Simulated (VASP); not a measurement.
Band structure of Si (space group Fd-3m). Method: PBE GGA, VASP's PBE PAW potentials (set 64) (plane waves; VASP 6.6.1).

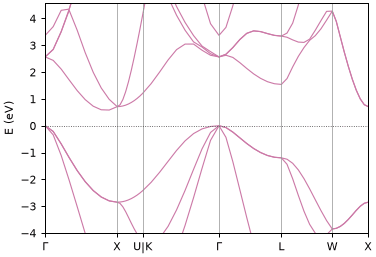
Figure: Bands along high-symmetry lines, zero at the valence-band maximum or, without a gap, the Fermi level

Task: Read the plot: is there a gap, and where are the band edges?

Result: The gap is indirect, 0.57 eV, from the valence maximum at Γ to the conduction minimum at (0.43, 0.43, 0.00).

The structure is a typed Si crystal (Fd-3m). The cell was not relaxed at this level.
